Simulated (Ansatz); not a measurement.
CH$_{3}$BO$_{2}$S

Input file:

```
crystal:
  periodic: [false, false, false]
  atoms:
    - {symbol: O, position_ang: [0.135113, 1.557207, 0.692605]}
    - {symbol: C, position_ang: [0.447485, 0.411315, 0.510087]}
    - {symbol: O, position_ang: [1.500553, -0.104889, 1.175559]}
    - {symbol: B, position_ang: [-0.326636, -0.570187, -0.499866]}
    - {symbol: S, position_ang: [-1.695075, 0.077283, -1.371890]}
    - {symbol: H, position_ang: [-1.586180, 1.304873, -0.812447]}
    - {symbol: H, position_ang: [1.617143, -1.026369, 0.918399]}
    - {symbol: H, position_ang: [-0.000204, -1.706333, -0.668247]}
basis:
  gaussian: {orbitals: def2-TZVPP}
hamiltonian: {xc: pbe0, dispersion: d4}
output: {orbitals: {seedname: orbitals}}
```

Command:

```sh
ansatz run in.yaml --threads 2 --pin off --events-out ev --progress --plain --max-ram 4352MiB
```

Geometry: PBE0-D4/def2-TZVP.

Level of theory: RKS PBE0-D4/def2-TZVPP (Ansatz 0.2.0).

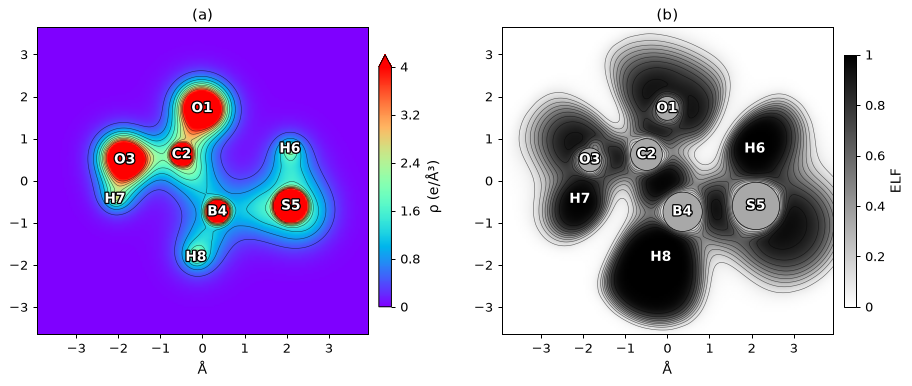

Figure 1. (a) total electron density; (b) electron localisation function on the molecular plane. Grey discs cover the atomic cores in the ELF map.

> What does the map show?

The plane passes through O, C, B, S and H nuclei. C–O (1.20 Å): ρ at the midpoint is about 3.5 e/Å³; the ELF peaks at about 0.85 between the atoms (a short, multiple covalent bond). C–B (1.61 Å): ρ at the midpoint is about 1.4 e/Å³; the ELF peaks at about 1 between the atoms; a covalent bond. B–S (1.75 Å): ρ is about 1.3 e/Å³ halfway; the ELF peaks at about 0.95 between the atoms: a covalent bond. O–H (0.96 Å): the density is about 3.9 e/Å³ at the midpoint; the ELF climbs to about 1 towards the hydrogen, as it does in any bond to H (a covalent bond by its length). C–O (1.35 Å): ρ is about 2.4 e/Å³ halfway, with its minimum of 2 e/Å³ about 0.5 Å from C; the ELF peaks at about 0.90 between the atoms (a polar covalent bond). The ELF also peaks beside S5, O3 and O1, away from the bonds: lone-pair regions.

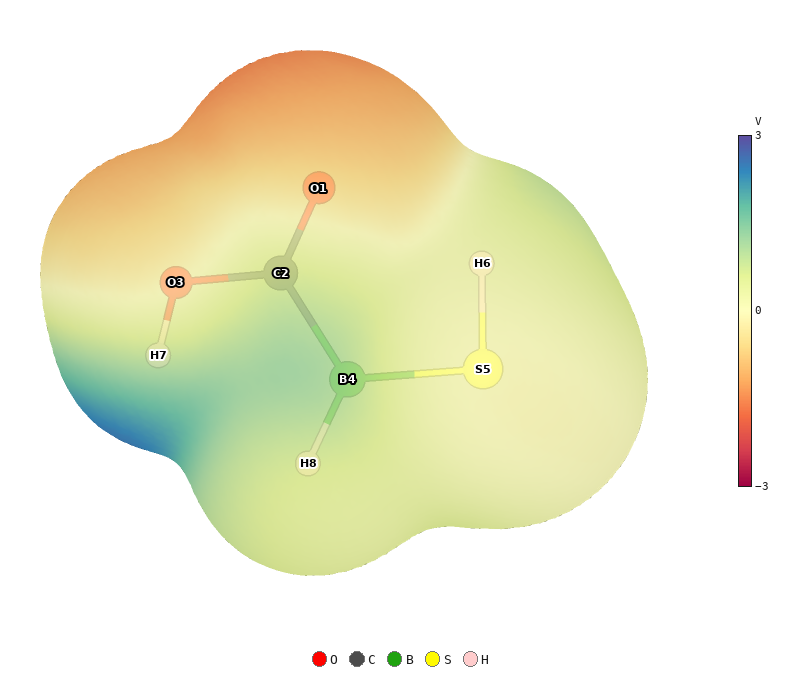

Figure 2. The molecular electrostatic potential painted on the density surface at 0.001 e/bohr³, seen across its widest extent; the colour scale runs from red (negative) to blue (positive).

> Describe the electrostatic potential map.

The most negative region (about −1.5 V) lies over O1, the most positive (about +2.4 V) over H7. O1 is the likeliest acceptor of a hydrogen bond.

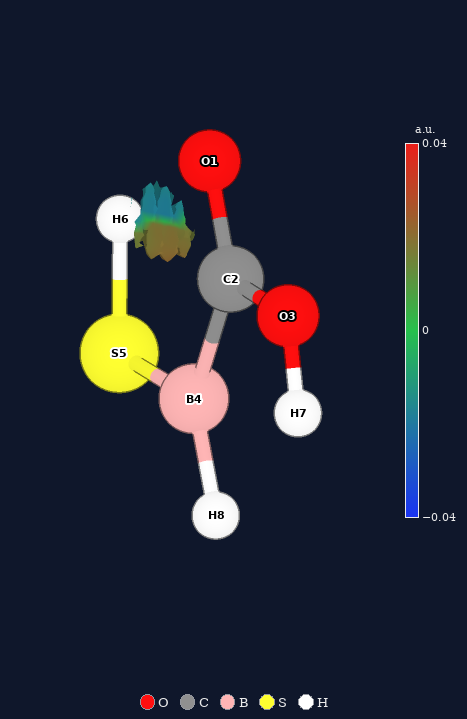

Figure 3. Non-covalent interaction (NCI) plot: the surface where the reduced density gradient is 0.4, for densities under 0.05 a.u., coloured by sign(λ₂)ρ; seen at an oblique angle.

> What holds or crowds the atoms apart from the covalent bonds?

Between H6 and S5 on one side and O1 and C2 on the other: a weak contact, attractive (blue-green) on one side and crowded (olive to red) on the other.
